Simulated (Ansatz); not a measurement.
Geometry relaxation of GeH₄ClF

The run: geometry relaxation of GeH₄ClF. Method and program: RHF/def2-SVP (Ansatz 0.2.0).

The input holds or restrains some coordinates. Forces given for the steps count only the free coordinates. It belongs to a series of runs on one base structure; here: pulled along the bonds that form and break, towards end B. Figures and captions count atoms from 1; the log counts them from 0 in places.

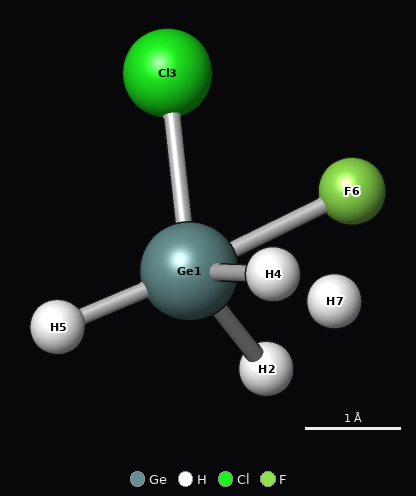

The input geometry (ball-and-stick view, seen at a tilt; atoms are numbered from 1 in the order of the input). Sticks mark near contacts.

**Input file**
```yaml
crystal:
  periodic: [false, false, false]
  atoms:
    - { symbol: Ge, position_ang: [0.0, 0.0, 0.0] }
    - { symbol: H, position_ang: [0.0, 0.0, 1.9] }
    - { symbol: Cl, position_ang: [2.0935, 0.0, -0.7393] }
    - { symbol: H, position_ang: [-0.73, 1.2648, -0.5162] }
    - { symbol: H, position_ang: [-0.73, -1.2648, -0.5162] }
    - { symbol: F, position_ang: [1.0384, 1.566, 0.6243] }
    - { symbol: H, position_ang: [0.5576, 0.8409, 1.7574] }
basis:
  gaussian: { orbitals: def2-SVP }
hamiltonian:
  xc: hf
relax:
  f_tol: 0.15
  max_steps: 25
  restrain:
    - { distance: [0, 5], at: 1.68, k: 30.0 }
    - { distance: [6, 1], at: 0.66, k: 30.0 }
    - { distance: [0, 1], at: 2.75, k: 30.0 }
    - { distance: [6, 5], at: 2.12, k: 30.0 }
```

Hardware: 1 thread of Arm Neoverse V1, 24 GiB of memory available, shared host.

Run as:
```bash
ansatz run input.yaml --threads 1 --pin off --max-ram 2048MiB --backend cpu --events-out ev --progress --plain --runs-dir out
```

**Output**
```
The last accepted step is kept in [file] (removed where the run ends without a failure and the disk answers)
Engine: ansatz 0.2.0, aarch64-unknown-linux-gnu
Functional definition: HF
  exchange = exact_x
  correlation = 0
872 factors; integrals over basis functions are off by at most 5.2e-4 eV
mean field evaluation 1: about -71726.4897 eV, gradient 3.5e1 eV
mean field evaluation 2: about -71726.5438 eV, gradient 3.5e1 eV
mean field evaluation 4: about -71729.3898 eV, gradient 2.3e0 eV
mean field evaluation 8: about -71729.4156 eV, gradient 2.9e-4 eV
mean field -71729.41558000 eV, -2636.0074026209 hartree, gradient 3.2e-5 eV, S^2 0.000000; 0 other end points of the search recorded, 0 dependent functions left out
the calculation of the forces begins
reference -71729.41558000 eV, -2636.0074026209 hartree; 31, 31 occupied and 53, 53 virtual orbitals, 872 factors
relax step   1: F+E_penalty+E_count = -71729.41558000 eV  Δ(F+E_penalty+E_count) = +0.000e0 eV  max|allowed force component| = 4.108e0 eV/Å  E_restraint = 21.29152146 eV  max|allowed force component, restraints' pulls added| = 2.444e1 eV/Å  Δτ_max = 0.0000 Å  (35 SCF iters, accepted)
  distance Ge 0 - F 5 = 1.9800 Å
  distance H 6 - H 1 = 1.0190 Å
  distance Ge 0 - H 1 = 1.9000 Å
  distance H 6 - F 5 = 1.4286 Å
these checks for a lower state are left out or cut short: starts, cluster_reference, orbital_swaps, neighbouring_geometries, increment
872 factors; integrals over basis functions are off by at most 3.7e-4 eV
mean field evaluation 16: about -71730.2257 eV, gradient 4.1e-4 eV
mean field -71730.22574578 eV, -2636.0371756643 hartree, gradient 6.9e-5 eV, S^2 0.000000; 0 other end points of the search recorded, 0 dependent functions left out
the calculation of the forces begins
reference -71730.22574578 eV, -2636.0371756643 hartree; 31, 31 occupied and 53, 53 virtual orbitals, 872 factors
relax step   2: F+E_penalty+E_count = -71730.22574578 eV  Δ(F+E_penalty+E_count) = -8.102e-1 eV  max|allowed force component| = 2.574e0 eV/Å  E_restraint = 8.06603576 eV  max|allowed force component, restraints' pulls added| = 1.336e1 eV/Å  Δτ_max = 0.1950 Å  (41 SCF iters, accepted)
  distance Ge 0 - F 5 = 1.9271 Å
  distance H 6 - H 1 = 0.8261 Å
  distance Ge 0 - H 1 = 2.2512 Å
  distance H 6 - F 5 = 1.6724 Å
these checks for a lower state are left out or cut short: starts, cluster_reference, orbital_swaps, neighbouring_geometries, increment
872 factors; integrals over basis functions are off by at most 3.3e-4 eV
mean field -71730.81288474 eV, -2636.0587526229 hartree, gradient 3.7e-5 eV, S^2 0.000000; 0 other end points of the search recorded, 0 dependent functions left out
the calculation of the forces begins
reference -71730.81288474 eV, -2636.0587526229 hartree; 31, 31 occupied and 53, 53 virtual orbitals, 872 factors
relax step   3: F+E_penalty+E_count = -71730.81288474 eV  Δ(F+E_penalty+E_count) = -5.871e-1 eV  max|allowed force component| = 2.393e0 eV/Å  E_restraint = 1.50014705 eV  max|allowed force component, restraints' pulls added| = 7.536e0 eV/Å  Δτ_max = 0.1947 Å  (33 SCF iters, accepted)
  distance Ge 0 - F 5 = 1.8276 Å
  distance H 6 - H 1 = 0.6897 Å
  distance Ge 0 - H 1 = 2.5236 Å
  distance H 6 - F 5 = 1.9585 Å
these checks for a lower state are left out or cut short: starts, cluster_reference, orbital_swaps, neighbouring_geometries, increment
872 factors; integrals over basis functions are off by at most 3.4e-4 eV
mean field evaluation 32: about -71732.0434 eV, gradient 1.2e-5 eV
mean field -71732.04339664 eV, -2636.1039731010 hartree, gradient 2.6e-5 eV, S^2 0.000000; 0 other end points of the search recorded, 0 dependent functions left out
the calculation of the forces begins
reference -71732.04339664 eV, -2636.1039731010 hartree; 31, 31 occupied and 53, 53 virtual orbitals, 872 factors
relax step   4: F+E_penalty+E_count = -71732.04339664 eV  Δ(F+E_penalty+E_count) = -1.231e0 eV  max|allowed force component| = 1.933e0 eV/Å  E_restraint = 0.09050833 eV  max|allowed force component, restraints' pulls added| = 1.484e0 eV/Å  Δτ_max = 0.1948 Å  (32 SCF iters, accepted)
  distance Ge 0 - F 5 = 1.7392 Å
  distance H 6 - H 1 = 0.6960 Å
  distance Ge 0 - H 1 = 2.7343 Å
  distance H 6 - F 5 = 2.0886 Å
these checks for a lower state are left out or cut short: starts, cluster_reference, orbital_swaps, neighbouring_geometries, increment
872 factors; integrals over basis functions are off by at most 3.6e-4 eV
mean field -71732.87317334 eV, -2636.1344668326 hartree, gradient 2.7e-5 eV, S^2 0.000000; 0 other end points of the search recorded, 0 dependent functions left out
the calculation of the forces begins
reference -71732.87317334 eV, -2636.1344668326 hartree; 31, 31 occupied and 53, 53 virtual orbitals, 872 factors
relax step   5: F+E_penalty+E_count = -71732.87317334 eV  Δ(F+E_penalty+E_count) = -8.298e-1 eV  max|allowed force component| = 1.297e0 eV/Å  E_restraint = 0.07187713 eV  max|allowed force component, restraints' pulls added| = 9.467e-1 eV/Å  Δτ_max = 0.1949 Å  (32 SCF iters, accepted)
  distance Ge 0 - F 5 = 1.7171 Å
  distance H 6 - H 1 = 0.7117 Å
  distance Ge 0 - H 1 = 2.7730 Å
  distance H 6 - F 5 = 2.1053 Å
these checks for a lower state are left out or cut short: starts, cluster_reference, orbital_swaps, neighbouring_geometries, increment
872 factors; integrals over basis functions are off by at most 3.5e-4 eV
mean field -71733.44883050 eV, -2636.1556218428 hartree, gradient 2.9e-5 eV, S^2 0.000000; 0 other end points of the search recorded, 0 dependent functions left out
the calculation of the forces begins
reference -71733.44883050 eV, -2636.1556218428 hartree; 31, 31 occupied and 53, 53 virtual orbitals, 872 factors
relax step   6: F+E_penalty+E_count = -71733.44883050 eV  Δ(F+E_penalty+E_count) = -5.757e-1 eV  max|allowed force component| = 1.059e0 eV/Å  E_restraint = 0.07880714 eV  max|allowed force component, restraints' pulls added| = 1.033e0 eV/Å  Δτ_max = 0.1944 Å  (33 SCF iters, accepted)
  distance Ge 0 - F 5 = 1.7076 Å
  distance H 6 - H 1 = 0.7233 Å
  distance Ge 0 - H 1 = 2.7715 Å
  distance H 6 - F 5 = 2.1155 Å
these checks for a lower state are left out or cut short: starts, cluster_reference, orbital_swaps, neighbouring_geometries, increment
872 factors; integrals over basis functions are off by at most 3.4e-4 eV
mean field -71733.79895900 eV, -2636.1684888278 hartree, gradient 4.0e-5 eV, S^2 0.000000; 0 other end points of the search recorded, 0 dependent functions left out
the calculation of the forces begins
reference -71733.79895900 eV, -2636.1684888278 hartree; 31, 31 occupied and 53, 53 virtual orbitals, 872 factors
relax step   7: F+E_penalty+E_count = -71733.79895900 eV  Δ(F+E_penalty+E_count) = -3.501e-1 eV  max|allowed force component| = 1.045e0 eV/Å  E_restraint = 0.06516715 eV  max|allowed force component, restraints' pulls added| = 5.927e-1 eV/Å  Δτ_max = 0.1994 Å  (32 SCF iters, accepted)
  distance Ge 0 - F 5 = 1.7028 Å
  distance H 6 - H 1 = 0.7174 Å
  distance Ge 0 - H 1 = 2.7729 Å
  distance H 6 - F 5 = 2.1225 Å
these checks for a lower state are left out or cut short: starts, cluster_reference, orbital_swaps, neighbouring_geometries, increment
872 factors; integrals over basis functions are off by at most 3.6e-4 eV
mean field -71733.92960321 eV, -2636.1732899143 hartree, gradient 3.9e-5 eV, S^2 0.000000; 0 other end points of the search recorded, 0 dependent functions left out
the calculation of the forces begins
reference -71733.92960321 eV, -2636.1732899143 hartree; 31, 31 occupied and 53, 53 virtual orbitals, 872 factors
relax step   8: F+E_penalty+E_count = -71733.92960321 eV  Δ(F+E_penalty+E_count) = -1.306e-1 eV  max|allowed force component| = 1.262e0 eV/Å  E_restraint = 0.05197440 eV  max|allowed force component, restraints' pulls added| = 1.530e-1 eV/Å  Δτ_max = 0.1996 Å  (31 SCF iters, accepted)
  distance Ge 0 - F 5 = 1.7007 Å
  distance H 6 - H 1 = 0.7113 Å
  distance Ge 0 - H 1 = 2.7680 Å
  distance H 6 - F 5 = 2.1288 Å
these checks for a lower state are left out or cut short: starts, cluster_reference, orbital_swaps, neighbouring_geometries, increment
872 factors; integrals over basis functions are off by at most 3.9e-4 eV
mean field evaluation 64: about -71733.9340 eV, gradient 4.3e-1 eV
mean field -71733.93427494 eV, -2636.1734615972 hartree, gradient 3.8e-5 eV, S^2 0.000000; 0 other end points of the search recorded, 0 dependent functions left out
the calculation of the forces begins
reference -71733.93427494 eV, -2636.1734615972 hartree; 31, 31 occupied and 53, 53 virtual orbitals, 872 factors
relax step   9: F+E_penalty+E_count = -71733.93427494 eV  Δ(F+E_penalty+E_count) = -4.672e-3 eV  max|allowed force component| = 1.458e0 eV/Å  E_restraint = 0.04791560 eV  max|allowed force component, restraints' pulls added| = 1.235e-1 eV/Å  Δτ_max = 0.1002 Å  (32 SCF iters, accepted)
```

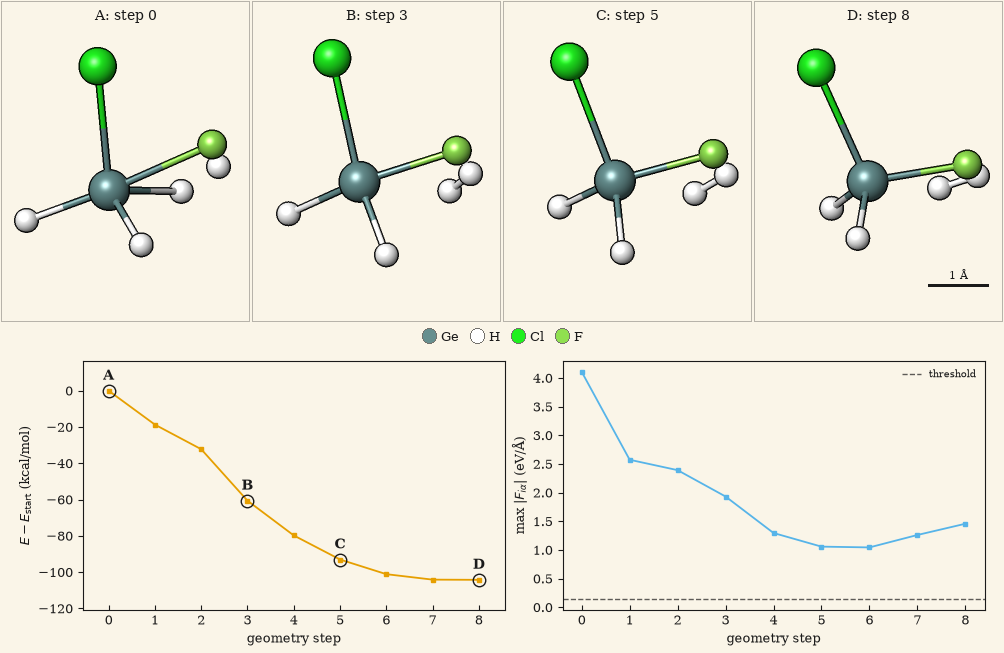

Frames of the restrained relaxation (ball-and-stick view, seen at a tilt) above the curves, on which the letters mark them (the first geometry is step 0 here and step 1 in the log).

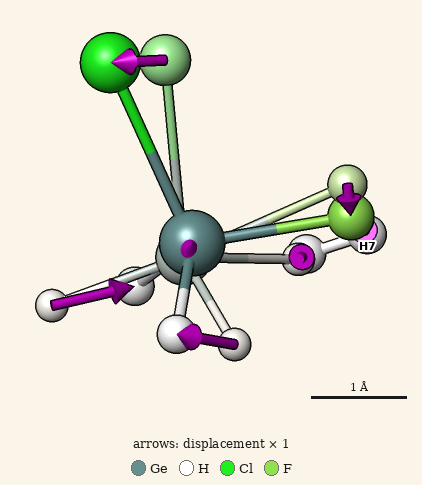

Start (faint) and end (solid) with the displacements as pink arrows, at true length (ball-and-stick view, seen at a tilt). The two geometries are laid on each other by the best rigid fit. H5 moves most after the best rigid fit: 0.93 Å. By element the largest moves are H 0.93 Å, Cl 0.68 Å, Ge 0.64 Å, F 0.36 Å. Distances before and after: Ge1–H2 1.900 → 2.769 Å, H2–H7 1.019 → 0.708 Å, Ge1–F6 1.980 → 1.700 Å, Ge1–Cl3 2.220 → 2.150 Å. New bonds form: H2–H7 (1.02 → 0.71 Å). Among the angles that change: H5–Ge1–F6 176.5° → 111.6°, Cl3–Ge1–F6 67.1° → 105.6°, H4–Ge1–F6 72.9° → 106.0°. Over 8 geometry steps the energy falls by 104.2 kcal/mol. The largest force component goes from 4.1 to 1.5 eV/Å. (Atoms are counted from 1 in the order of the input.)

```
  distance Ge 0 - F 5 = 1.7001 Å
  distance H 6 - H 1 = 0.7080 Å
  distance Ge 0 - H 1 = 2.7692 Å
  distance H 6 - F 5 = 2.1308 Å
872 factors; integrals over basis functions are off by at most 3.9e-4 eV
mean field -71733.93427494 eV, -2636.1734615972 hartree, gradient 3.8e-5 eV, S^2 0.000000; 1 other end points of the search recorded, 0 dependent functions left out
the calculation of the forces begins
reference -71733.93427494 eV, -2636.1734615972 hartree; 31, 31 occupied and 53, 53 virtual orbitals, 872 factors
Total energy: -71733.93427494 eV, -2636.1734615972 hartree
Atom 0 at     0.208784     0.422597    -0.418815 Å, force    -0.086506    -0.219384    -0.899103 eV/Å
Atom 1 at     0.042262    -0.172361     2.280583 Å, force    -0.715444    -1.458143     0.053239 eV/Å
Atom 2 at     2.000495    -0.247381    -1.399579 Å, force    -0.002246    -0.013454     0.010570 eV/Å
Atom 3 at    -0.649904     1.183638    -1.414113 Å, force    -0.010511    -0.019993     0.002630 eV/Å
Atom 4 at    -0.449543    -0.768592     0.235315 Å, force    -0.040063    -0.017536     0.032717 eV/Å
Atom 5 at     0.717423     1.565941     0.732048 Å, force     0.226932     0.609534     0.107058 eV/Å
Atom 6 at     0.359983     0.423058     2.494562 Å, force     0.627838     1.118976     0.692889 eV/Å
Dipole moment:    -0.478802    -0.169941    -0.094395 e Å
```

**Trajectory as extended XYZ (Å, eV, eV/Å), 9 frames, from step=1 to step=9**
```
7
Properties=species:S:1:pos:R:3:forces:R:3 step=1 energy=-71729.41558
Ge    0.0000    0.0000    0.0000    1.7070   2.5867  -1.7745
H     0.0000    0.0000    1.9000    0.6231   0.8922  -0.5843
Cl    2.0935    0.0000   -0.7393   -0.1079  -2.6958  -1.3432
H    -0.7300    1.2648   -0.5162   -0.7940  -1.0543  -0.0201
H    -0.7300   -1.2648   -0.5162    0.3280  -0.2310   1.0772
F     1.0384    1.5660    0.6243   -1.2785   1.2526   4.1081
H     0.5576    0.8409    1.7574   -0.4778  -0.7503  -1.4632
7
Properties=species:S:1:pos:R:3:forces:R:3 step=2 energy=-71730.22575
Ge    0.0555    0.0792   -0.1693    1.9807   2.2195  -0.8492
H     0.0359    0.0538    2.0817    0.5709   0.8450  -0.2425
Cl    2.1097   -0.0353   -0.7672    0.6245  -2.5745  -1.7477
H    -0.7494    1.2674   -0.5264   -1.4515  -0.0021  -0.8338
H    -0.7215   -1.2615   -0.5035    0.7173   0.3718   1.2194
F     1.0246    1.5869    0.5385   -1.4865   0.6009   1.8843
H     0.4747    0.7164    1.8563   -0.9552  -1.4606   0.5695
7
Properties=species:S:1:pos:R:3:forces:R:3 step=3 energy=-71730.81289
Ge    0.1251    0.1717   -0.3033    0.4525   0.6233  -0.1519
H     0.0437    0.0670    2.2168   -1.5833  -2.3731   1.0231
Cl    2.1337   -0.0838   -0.8078    1.5548  -2.3931  -1.9936
H    -0.7845    1.2792   -0.5532   -1.8292   0.4698  -1.3490
H    -0.6989   -1.2415   -0.4743    1.1562   1.1028   1.0355
F     0.9983    1.6031    0.4239   -1.1264   0.5342   1.9552
H     0.4121    0.6113    2.0078    1.3753   2.0361  -0.5194
7
Properties=species:S:1:pos:R:3:forces:R:3 step=4 energy=-71732.04340
Ge    0.1801    0.2711   -0.3829   -0.3206   0.0705  -0.5222
H     0.0125    0.0179    2.3345   -1.3092  -1.9333   0.7597
Cl    2.1921   -0.2190   -0.9352    0.1088  -0.8668  -1.1167
H    -0.8941    1.2972   -0.6748   -0.5426  -0.2138  -1.2860
H    -0.5952   -1.1417   -0.3987    0.9187   0.9034   0.8797
F     0.9397    1.6131    0.4214   -0.0444   0.3126   1.6447
H     0.3945    0.5683    2.1458    1.1893   1.7274  -0.3592
7
Properties=species:S:1:pos:R:3:forces:R:3 step=5 energy=-71732.87317
Ge    0.1940    0.3455   -0.3934   -0.0118  -0.1769  -0.8039
H    -0.0192   -0.0326    2.3454   -0.8750  -1.2970   0.4111
Cl    2.1512   -0.2836   -1.0738   -0.2508  -0.1200  -0.7888
H    -0.9247    1.2726   -0.8592    0.1335  -0.1104  -0.9467
H    -0.4842   -1.0465   -0.2699    0.3251   0.4304   0.9245
F     0.9282    1.6059    0.5127   -0.0710   0.1930   1.1761
H     0.3841    0.5456    2.2482    0.7501   1.0808   0.0277
7
Properties=species:S:1:pos:R:3:forces:R:3 step=6 energy=-71733.44883
Ge    0.2163    0.3735   -0.3996   -0.1827  -0.1451  -1.0591
H    -0.0392   -0.0754    2.3234   -0.5465  -0.8480   0.2944
Cl    2.1167   -0.2780   -1.2252   -0.4566   0.1305  -0.4228
H    -0.8694    1.2566   -1.0449    0.4872  -0.2848  -0.5548
H    -0.4502   -0.9770   -0.0926    0.2514   0.3735   0.7103
F     0.8830    1.5883    0.5983    0.0358   0.1786   0.7977
H     0.3723    0.5188    2.3507    0.4113   0.5953   0.2342
7
Properties=species:S:1:pos:R:3:forces:R:3 step=7 energy=-71733.79896
Ge    0.2322    0.4036   -0.3971   -0.2904  -0.3038  -1.0162
H    -0.0392   -0.1264    2.3111   -0.6390  -1.0453   0.2615
Cl    2.0553   -0.2605   -1.3351   -0.1979   0.0965  -0.2294
H    -0.7784    1.2127   -1.2079    0.3051  -0.1145  -0.3075
H    -0.4275   -0.8856    0.0832    0.1780   0.2790   0.4250
F     0.8358    1.5935    0.6609    0.1175   0.2909   0.5026
H     0.3514    0.4695    2.3950    0.5266   0.7971   0.3640
7
Properties=species:S:1:pos:R:3:forces:R:3 step=8 energy=-71733.92960
Ge    0.2436    0.4244   -0.4007   -0.2599  -0.2948  -0.9428
H    -0.0400   -0.1721    2.2873   -0.7071  -1.2621   0.2059
Cl    2.0047   -0.2446   -1.4355   -0.0393   0.0306  -0.0356
H    -0.7033    1.1690   -1.3306    0.1221   0.0019  -0.0565
H    -0.3930   -0.7823    0.2504    0.0440   0.0110   0.0693
F     0.8029    1.5846    0.7100    0.2253   0.4897   0.2110
H     0.3146    0.4280    2.4292    0.6149   1.0237   0.5487
7
Properties=species:S:1:pos:R:3:forces:R:3 step=9 energy=-71733.93428
Ge    0.2088    0.4226   -0.4188   -0.0865  -0.2194  -0.8991
H     0.0423   -0.1724    2.2806   -0.7154  -1.4581   0.0532
Cl    2.0005   -0.2474   -1.3996   -0.0022  -0.0135   0.0106
H    -0.6499    1.1836   -1.4141   -0.0105  -0.0200   0.0026
H    -0.4495   -0.7686    0.2353   -0.0401  -0.0175   0.0327
F     0.7174    1.5659    0.7320    0.2269   0.6095   0.1071
H     0.3600    0.4231    2.4946    0.6278   1.1190   0.6929
```

**Key numbers**

| quantity | value |
| --- | --- |
| outcome | converged under the restraints of the input |
| total energy | −71733.9343 eV |
| mean-field energy | −71733.9343 eV |
| largest force (length of the vector) at the end, held atoms and coordinates included | 1.625 eV/Å |
| wall time | 18 s |
| peak memory | 0.16 GiB |
